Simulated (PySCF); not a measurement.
## A study: C2H8N2, SMILES `CN(C)N`

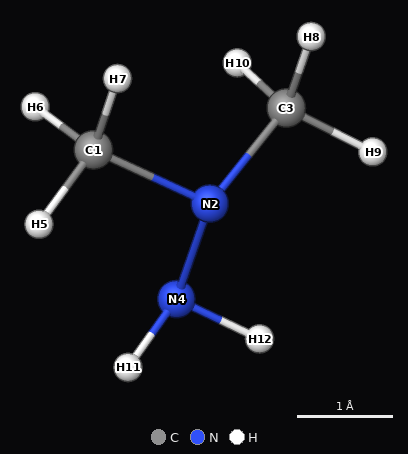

The molecule, with its atoms numbered as below. No frequency check shows the geometry to be a minimum.

Geometry (Å), atoms numbered from 1:

```
C1      -1.1963    0.6739   -0.0677
N2       0.0000   -0.0074    0.3895
C3       1.1966    0.6734   -0.0677
N4      -0.0003   -1.3551   -0.1858
H5      -2.0703    0.1363    0.2990
H6      -1.2533    0.7386   -1.1623
H7      -1.2014    1.6775    0.3528
H8       1.2021    1.6770    0.3528
H9       2.0703    0.1355    0.2990
H10      1.2536    0.7381   -1.1623
H11     -0.8166   -1.8247    0.2036
H12      0.8158   -1.8250    0.2036
```

## 1. Bonding charge

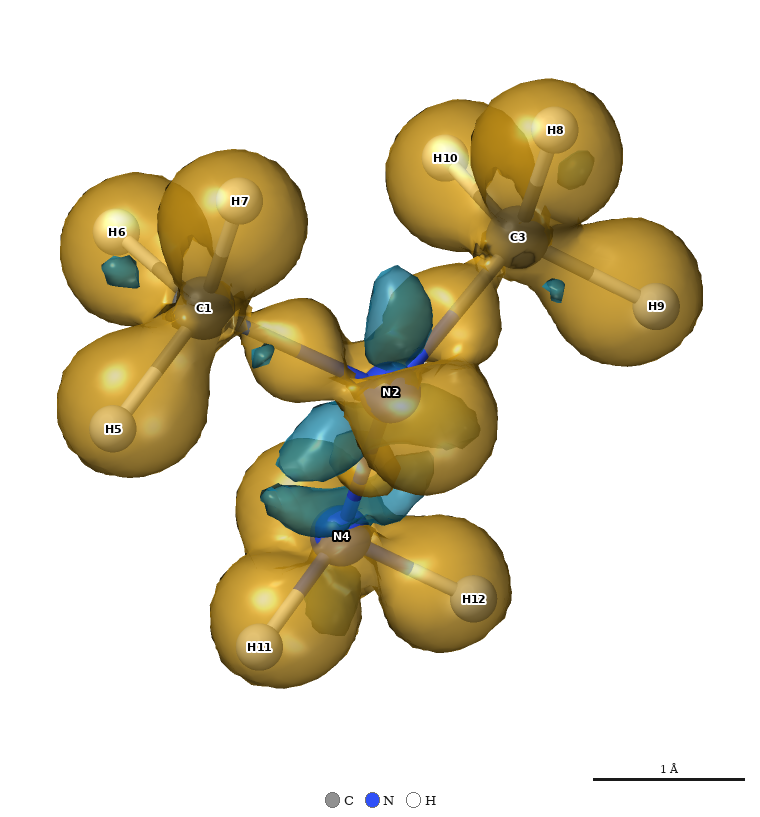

Deformation density (molecule less spherical, spin-averaged free atoms at the same positions), surfaces at ±0.14 e/Å³; yellow: gain, teal: loss.

PySCF calculation, PBE0/def2-SVPD, gas phase; geometry: GFN2-xTB.

Question: How much density has each bond gained at its critical point, relative to the free atoms?

Answer: N4–H11 and N4–H12: +0.86 e/Å³ at the bond critical point (bond length 1.02 Å). C3–H8 and C1–H7: +0.71 e/Å³ at the bond critical point (bond length 1.09 Å). C1–H5 and C3–H9: +0.70 e/Å³ at the bond critical point (bond length 1.09 Å). C1–H6 and C3–H10: +0.69 e/Å³ at the bond critical point (bond length 1.10 Å). C1–N2 and N2–C3: +0.35 e/Å³ at the bond critical point (bond length 1.45 Å). N2–N4: +0.28 e/Å³ at the bond critical point (bond length 1.47 Å). In all, 2.5 electrons gather in the regions of gain relative to the promolecule.

## 2. Bond critical points

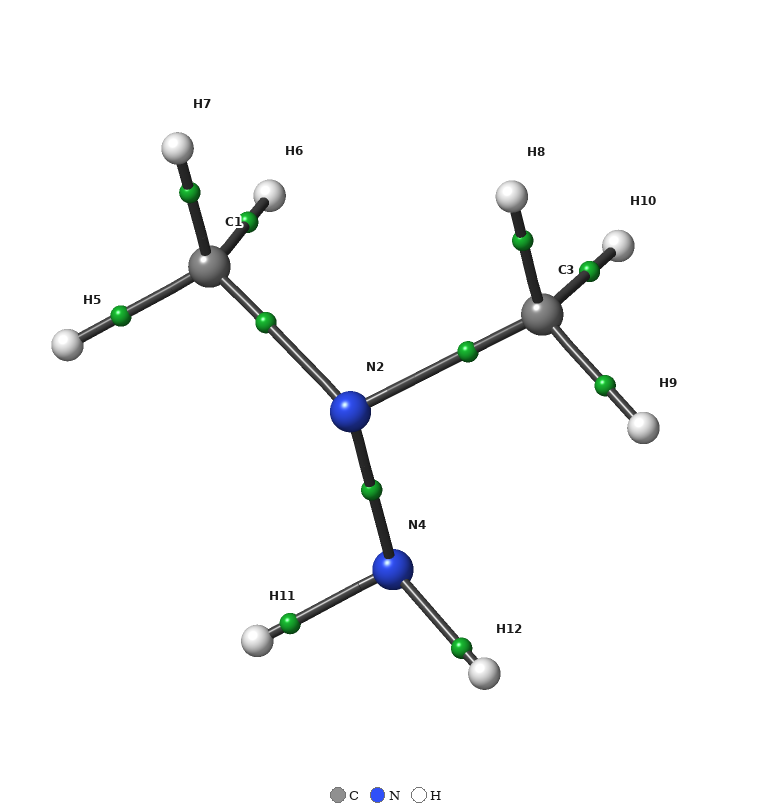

Molecular graph of the electron density (QTAIM): bond paths, bond critical points (green), ring points (magenta, if any); weak paths are dashed.

Question: How many critical points of each kind are there, and does the count close?

Answer: 12 nuclei, 11 bond, 0 ring and 0 cage critical points: 12 − 11 + 0 − 0 = 1, as the Poincaré–Hopf relation requires.

Question: Give the properties at the bond critical points.

Answer:
```
            bond  length (Å)  ρ (a.u.)  ∇²ρ (a.u.)     ε  H (a.u.)
N4–H11 (2 alike)       1.019     0.338       −1.57  0.04    −0.444
           N2–N4       1.465     0.291       −0.59  0.13    −0.269
 C3–H8 (2 alike)       1.088     0.281       −1.05  0.03    −0.304
 C1–H5 (2 alike)       1.090     0.280       −1.04  0.03    −0.302
 C1–N2 (2 alike)       1.451     0.275       −0.79  0.04    −0.328
 C1–H6 (2 alike)       1.098     0.275       −1.00  0.03    −0.291
```

Question: What kind of interaction is N4–H11?

Answer: Shared-shell (covalent): ρ = 0.338, ∇²ρ = −1.57, H = −0.444 a.u.

## 3. Local ionisation energy

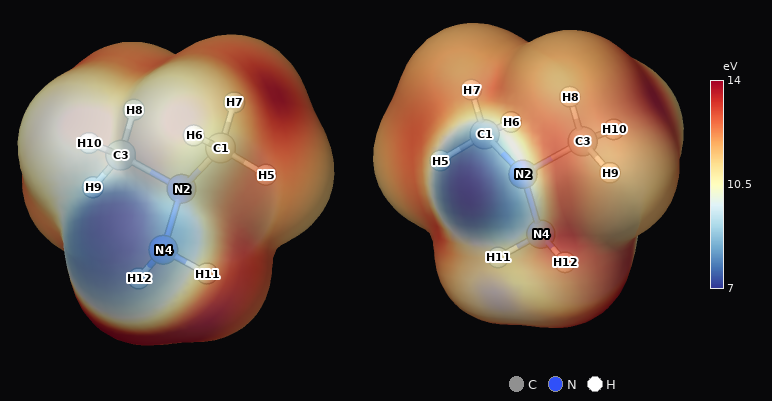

Average local ionisation energy on the surface of electron density 0.001 a.u. (back view left, front view right).

Question: Where are the most loosely bound electrons on this surface?

Answer: The lowest value is 7.1 eV, 2.0 Å from N2. Further minima include 7.3 eV, 2.1 Å from N4; 11.4 eV, 1.4 Å from H9, and at like points elsewhere. For comparison, the highest occupied orbital lies at −5.6 eV.

## 4. Excited states

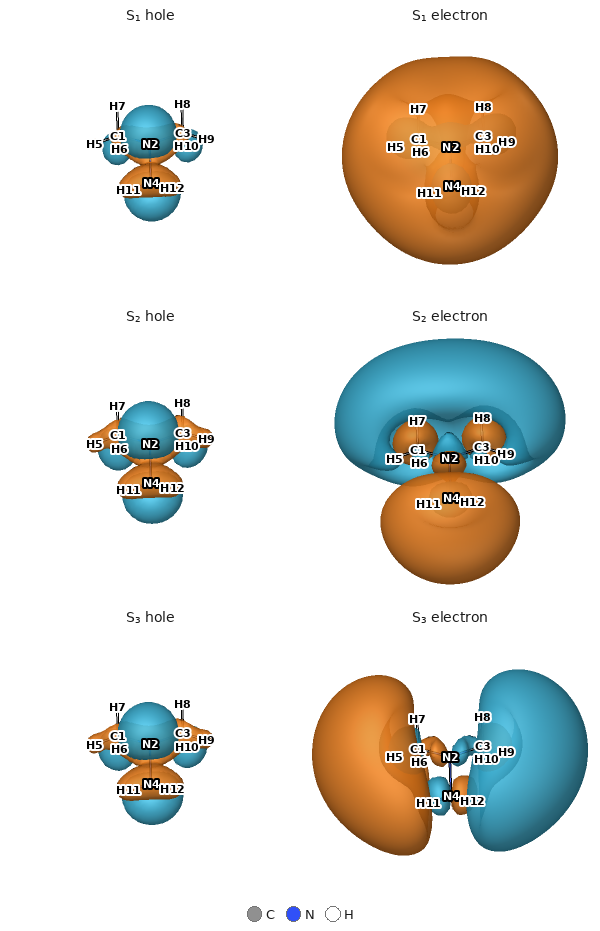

Leading natural transition orbitals (TDA singlet states).

Level of theory: CAM-B3LYP/6-31+G* (PySCF), at a geometry from GFN2-xTB.

Question: Describe these excited states.

Answer: By state:
- S₁: 4.91 eV (253 nm), f = 0.010, diffuse (Rydberg-like) orbital; the leading pair carries 99 %; hole on N2 (44 %), N4 (32 %) and C1 and C3 (5 % each), electron on N4 (18 %), H11 and H12 (15 % each) and C1 and C3 (12 % each) (atom shares of so diffuse an orbital are rough); their centroids lie 0.9 Å apart.
- S₂: 5.92 eV (209 nm), f = 0.008, diffuse (Rydberg-like) orbital; the leading pair carries 98 %; hole on N2 (46 %), N4 (28 %) and C1 and C3 (6 % each), electron on C1 and C3 (20 % each), H7 and H8 (12 % each) and N4 (9 %) (atom shares of so diffuse an orbital are rough); their centroids lie 1.5 Å apart; S₃ lies within 0.1 eV of it.
- S₃: 5.99 eV (207 nm), f = 0.002 (very weak), diffuse (Rydberg-like) orbital; the leading pair carries 100 %; hole on N2 (45 %), N4 (30 %) and C1 and C3 (6 % each), electron on C1 and C3 (21 % each), H5 and H9 (13 % each) and N4 (8 %) (atom shares of so diffuse an orbital are rough); their centroids lie 0.2 Å apart; S₂ lies within 0.1 eV of it.

## 5. In an electric field

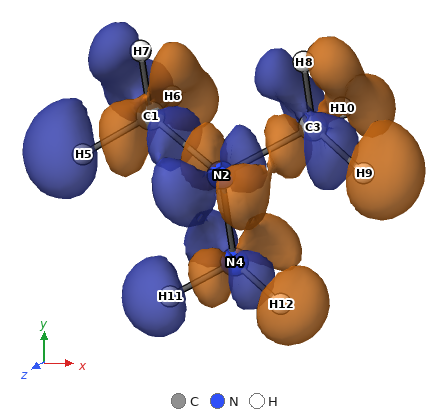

Change of the electron density in a uniform field of 0.21 V/Å, surfaces at ±0.002 e/Å³ (orange: gain, blue: loss).

Level of theory: ωB97X/def2-SVPD (PySCF), at a geometry from GFN2-xTB.

Question: Along which Cartesian direction does the field point?

Answer: Along −x: electrons gather on the +x side, against the field.

Question: How large is the response?

Answer: The induced dipole is 0.49 D (along the field); α along this axis, from the fields in both directions, is 48 bohr³ (7.1 Å³).

Question: Which atoms gain and lose the most charge?

Answer: Electrons gather most on H9 (Hirshfeld charge changes by −0.008 e) and leave H5 most (+0.008 e); 0.049 electrons are displaced in all.

## 6. Removing or adding an electron

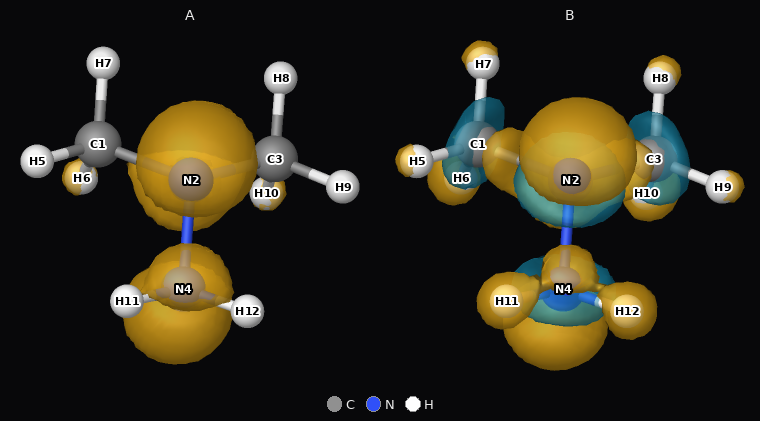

The Fukui function f⁻ from two separate SCF calculations and the density of the HOMO, at ±0.04 e/Å³ (yellow positive, teal negative).

Level of theory: B3LYP/6-31+G* (PySCF), at a geometry from GFN2-xTB.

Question: Which panel is which, and how good is the frozen-orbital picture?

Answer: B is f⁻ (it has negative regions), A the HOMO density. The HOMO lies on N2 (44 %), N4 (30 %) and C1 and C3 (5 % each); f⁻ (Hirshfeld-condensed) is largest on N2 (0.23) and N4 (0.20); the vertical ionisation energy is 7.82 eV. Relaxation shifts 31 % of the electron between atoms. The orbital energy is −5.33 eV.

## 7. Localised orbitals

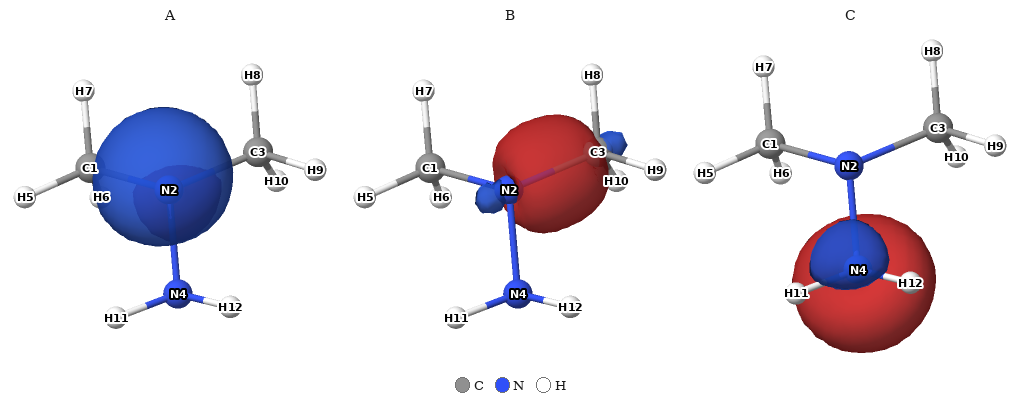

Pipek–Mezey orbitals, occupied; each surface holds about 80 % of the orbital's density. Energies are diagonal elements of the Fock matrix.

Method: PBE0/def2-SVPD; geometry: GFN2-xTB; program: PySCF.

Question: Name the orbitals, with their atomic make-up and energies.

Answer: By panel:
- A: lone pair on N2 (sp3-type) (N2 95 %; −8.8 eV)
- B: σ bond N2–C3 (N2 56 %, C3 43 %; −17.3 eV)
- C: lone pair on N4 (sp2.6-type) (N4 98 %; −9.1 eV)

Question: How do all the valence pairs divide up?

Answer: 13 pairs: 11 σ bonds and 2 lone pairs.

The PySCF runs shown took 15 s, 97 s, 43 s, 2.3 min and 16 s on 1 thread of Intel(R) Xeon(R) Platinum 8259CL CPU @ 2.50GHz (Skylake/Cascade Lake), on a shared host.
